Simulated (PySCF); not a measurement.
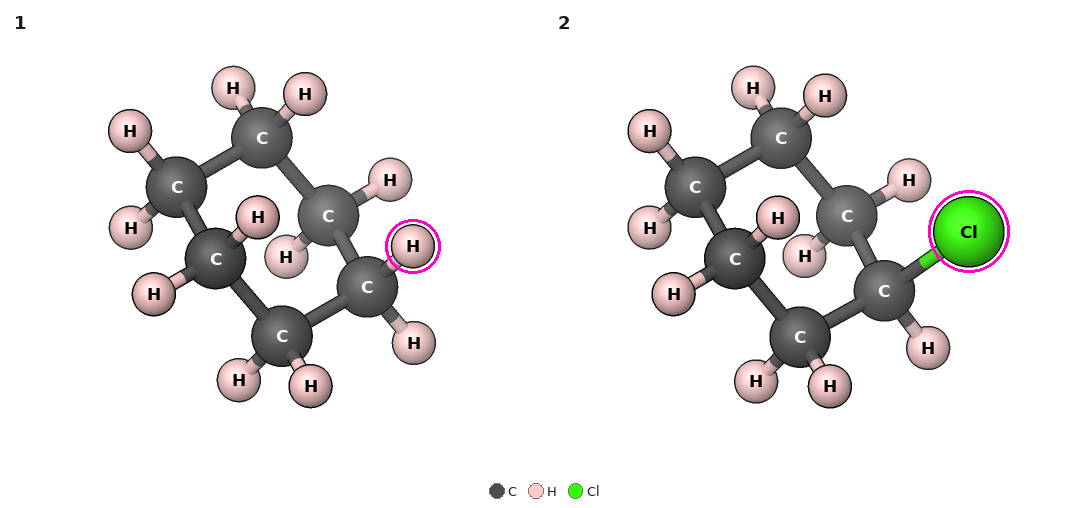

2 molecules with one skeleton, seen from the same side and at one scale; the atom that differs is circled. Each species is neutral and a spin singlet. Computed geometries: GFN2-xTB optimisations, one conformation each. Properties computed with PySCF 2.14.0.

One atom differs, called X below: H in panel 1, Cl in panel 2. Their formulas are C6H12 (`C1CCCCC1`), C6H11Cl (`ClC1CCCCC1`).

Question: In which is the Hirshfeld charge of X higher (PBE0/pcSseg-1)?

Answer: In panel 1 (X = H).

Question: In which is the length of X–C larger (GFN2-xTB)?

Answer: In panel 2 (X = Cl).

Give the values. With GFN2-xTB: length of X–C (Å), angle X–C–H (°). With PBE0/pcSseg-1: HOMO energy (Kohn–Sham orbital) (eV), HOMO–LUMO gap (eV), dipole moment (D), Hirshfeld charge of X (e), GIAO shielding of the C bonded to X (ppm).

```tsv
quantity	1 (H)	2 (Cl)	2 − 1
length of X–C (Å)	1.093	1.796	+0.703
angle X–C–H (°)	107.9	104.9	−3.0
HOMO energy (Kohn–Sham orbital) (eV)	−8.30	−8.13	+0.17
HOMO–LUMO gap (eV)	9.85	9.26	−0.59
dipole moment (D)	0.00	2.10	+2.10
Hirshfeld charge of X (e)	0.03	−0.06	−0.09
GIAO shielding of the C bonded to X (ppm)	156.0	123.1	−32.9
```
